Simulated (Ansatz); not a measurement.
**BSiNH2ClF (SMILES F[Si]1(Cl)BN1) at r2SCAN0/cc-pVDZ**

Aim: the vertical singlet–triplet gap of BSiNH2ClF at r2SCAN0/cc-pVDZ, from 2 runs. 

The results are computed with Ansatz 0.2.0.

139 further runs of the same task are left out: 139 set aside as unsound or not needed.

**1. Starting point**

BSiNH2ClF has 7 atoms, charge 0, and is taken as a singlet. SMILES: `F[Si]1(Cl)BN1`. Geometry: relaxed at PBE0-D4/def2-TZVP.

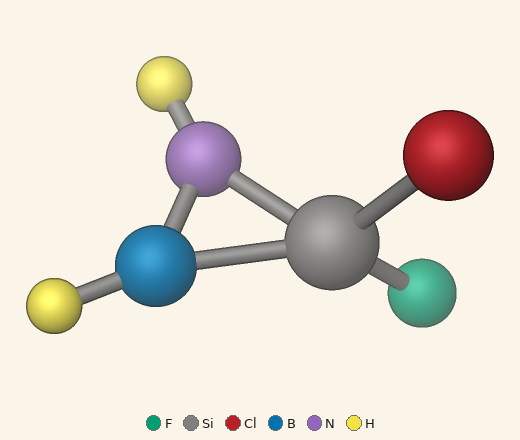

Viewed from a chosen angle; fluorine teal, silicon grey, chlorine red, boron blue, nitrogen purple, hydrogen yellow.

**2. A single-point energy at r2SCAN0/cc-pVDZ**

in.yaml

```yaml
crystal:
  periodic: [false, false, false]
  atoms:
    - {symbol: F, position_ang: [-0.412200, -2.179200, -0.210300]}
    - {symbol: Si, position_ang: [-0.003600, -0.782500, 0.428000]}
    - {symbol: Cl, position_ang: [1.448800, -1.240300, 1.779600]}
    - {symbol: B, position_ang: [-0.771300, 0.907300, 0.039600]}
    - {symbol: "N", position_ang: [0.347500, 0.475500, -0.686800]}
    - {symbol: H, position_ang: [-1.454900, 1.876800, 0.033100]}
    - {symbol: H, position_ang: [0.906900, 0.874400, -1.428900]}
basis:
  gaussian: {orbitals: cc-pVDZ}
output: {orbitals: {seedname: orbitals}}
hamiltonian: {xc: {name: r2SCAN0}}
accuracy: high
```

The run is started by

```
$ ansatz run in.yaml --threads 1 --pin off --max-ram 2610MiB --events-out events.jsonl --progress --plain --runs-dir runs
```

The program printed:

```text
Warning: RAYON_NUM_THREADS=1 ignored (pool sized by the plan → 1); use --threads N
Functional definition: r2SCAN0
  name "r2SCAN0"
  parameter a = 0.25
  parameter k0 = 0.174
  parameter k1 = 0.065
  parameter a1 = 4.9479
  exchange = (1 - a)*r2scan_x(k0 = k0, k1 = k1, a1 = a1) + a*exact_x
  correlation = r2scan_c
1963 factors; integrals over basis functions are off by at most 3.6e-9 eV
mean field evaluation 1: about -25309.0714 eV, gradient 5.1e1 eV
mean field evaluation 2: about -25303.5179 eV, gradient 7.0e1 eV
mean field evaluation 4: about -25314.1619 eV, gradient 2.9e0 eV
mean field evaluation 8: about -25314.3719 eV, gradient 3.6e-1 eV
mean field evaluation 16: about -25314.3722 eV, gradient 5.6e-5 eV
mean field -25314.37224298 eV, -930.2860212317 hartree, gradient 2.6e-8 eV, S^2 0.000000; 0 other end points of the search recorded, 0 dependent functions left out
reference -25314.37224355 eV, -930.2860212527 hartree; 27, 27 occupied and 61, 61 virtual orbitals, 1963 factors
Total energy: -25314.37224355 eV, -930.2860212527 hartree
```

It took 22 s on 1 thread of Arm Neoverse V1, shared host; peak memory 0.35 GiB.

**3. The triplet, same level**

in.yaml

```yaml
crystal:
  periodic: [false, false, false]
  atoms:
    - symbol: F
      position_ang: [-0.412200, -2.179200, -0.210300]
    - symbol: Si
      position_ang: [-0.003600, -0.782500, 0.428000]
    - symbol: Cl
      position_ang: [1.448800, -1.240300, 1.779600]
    - symbol: B
      position_ang: [-0.771300, 0.907300, 0.039600]
    - symbol: "N"
      position_ang: [0.347500, 0.475500, -0.686800]
    - symbol: H
      position_ang: [-1.454900, 1.876800, 0.033100]
    - symbol: H
      position_ang: [0.906900, 0.874400, -1.428900]
basis:
  gaussian:
    orbitals: cc-pVDZ
magnetization:
  spin_polarized: true
  initial_magnetization: 2
hamiltonian:
  xc: {name: r2SCAN0}
accuracy: high
output: {orbitals: {seedname: orbitals}}
```

The run is started by

```
$ ansatz run in.yaml --threads 1 --pin off --max-ram 2610MiB --events-out events.jsonl --progress --plain --runs-dir runs
```

The program printed, shortened:

```text
Warning: RAYON_NUM_THREADS=1 ignored (pool sized by the plan → 1); use --threads N
[... 8 set-up lines as earlier in the session ...]
1963 factors; integrals over basis functions are off by at most 3.6e-9 eV
mean field evaluation 1: about -25302.8529 eV, gradient 3.9e1 eV
mean field evaluation 2: about -25274.6469 eV, gradient 7.4e1 eV
mean field evaluation 4: about -25309.5360 eV, gradient 6.3e0 eV
mean field evaluation 8: about -25309.9302 eV, gradient 9.7e-1 eV
mean field evaluation 16: about -25309.9385 eV, gradient 2.4e-2 eV
mean field evaluation 32: about -25309.9386 eV, gradient 8.6e-5 eV
mean field evaluation 64: about -25309.6796 eV, gradient 1.7e0 eV
mean field -25309.93864677 eV, -930.1230895760 hartree, gradient 5.7e-8 eV, S^2 2.008674; 4 other end points of the search recorded, 0 dependent functions left out
reference -25309.93864837 eV, -930.1230896350 hartree; 28, 26 occupied and 60, 62 virtual orbitals, 1963 factors
Total energy: -25309.93864837 eV, -930.1230896350 hartree
```

It took 95 s on 1 thread of Arm Neoverse V1, shared host; peak memory 0.59 GiB.

**4. What came out**

Level: r2SCAN0/cc-pVDZ.

| quantity | value |
| --- | --- |
| singlet: total energy | -930.28602 Eh |
| singlet: HOMO energy | -7.76 eV |
| singlet: LUMO energy | -0.51 eV |
| singlet: HOMO–LUMO gap | 7.25 eV |
| triplet: total energy | -930.12309 Eh |
| triplet: HOMO energy (highest over α and β) | -3.43 eV |
| triplet: ⟨S²⟩ | 2.009 |
| vertical energy of the triplet above the singlet | 4.434 eV |

**Reading.** At this shape the triplet lies 4.43 eV (428 kJ/mol) above the singlet.
